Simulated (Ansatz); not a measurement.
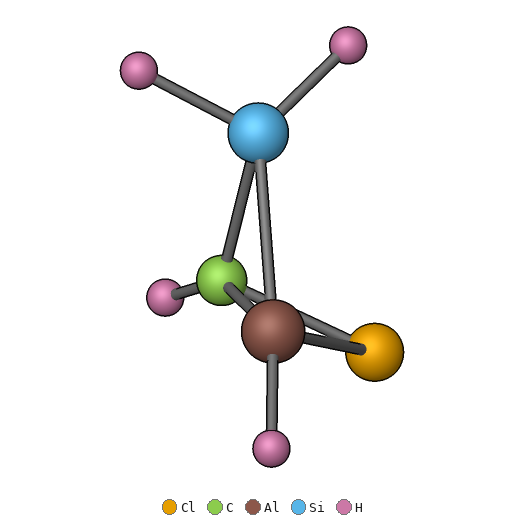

Harmonic vibrations computed with RKS PBE0-D4/def2-TZVP (Ansatz 0.2.0) at a stationary point of the same level.

### Is this a minimum or a saddle point?

A minimum: no imaginary frequency, and the lowest mode lies at 171 cm⁻¹.

### List the wavenumbers.

18 modes: 171, 240, 390, 421, 430, 463, 523, 591, 634, 669, 763, 800, 923, 1069, 1965, 2186, 2207, 3193 cm⁻¹.
